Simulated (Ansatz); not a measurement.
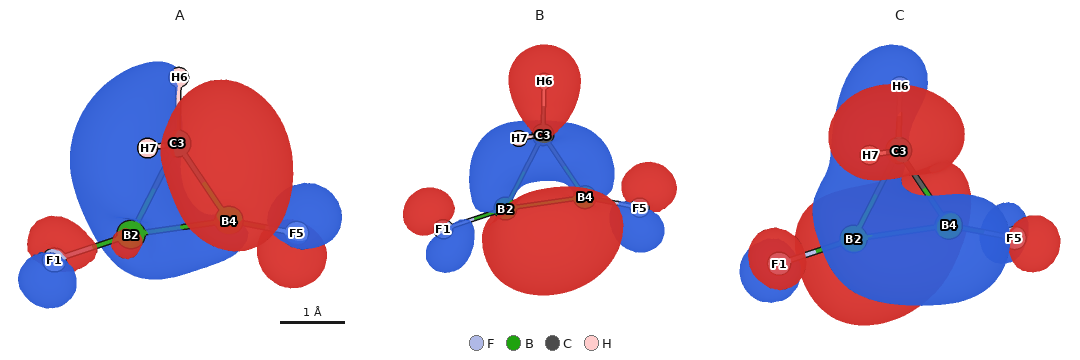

Figure. CH₂B₂F₂ (SMILES FB1CB1F). Three frontier orbitals at ±0.1 Å⁻³ᐟ² (red and blue are the two phases), in no order.

Geometry: PBE0-D4/def2-TZVP.

Theory: RKS PBE0-D4/def2-TZVPP in Ansatz.

```yaml
atoms:
  - { symbol: F, position_ang: [-0.6333, -2.0948, 0.3648] }
  - { symbol: B, position_ang: [-0.4971, -0.8612, -0.0414] }
  - { symbol: C, position_ang: [0.5210, 0.3199, 0.3646] }
  - { symbol: B, position_ang: [-0.4336, 0.5400, -0.7845] }
  - { symbol: F, position_ang: [-1.0291, 1.5929, -1.3043] }
  - { symbol: H, position_ang: [0.9137, 0.9695, 1.1444] }
  - { symbol: H, position_ang: [1.2195, -0.5343, 0.2106] }
```

### Order the three orbitals by energy and name them.

A is the HOMO−1 (−8.67 eV). It lies mainly on C3 (about 45 %), B4 (about 20 %), B2 (about 15 %) and F5 (about 10 %). B is the HOMO (−7.33 eV). Its weight (Hirshfeld) is mainly on B2 (about 30 %), B4 (about 30 %), C3 (about 20 %), F5 (about 5 %) and F1 (about 5 %). C is the LUMO (−1.62 eV). Its weight (Hirshfeld) is mainly on B2 (about 35 %), B4 (about 25 %), C3 (about 15 %) and H7 (about 5 %); π-bonding across B2–B4.

### What is the HOMO–LUMO gap?

5.71 eV between the orbital energies.
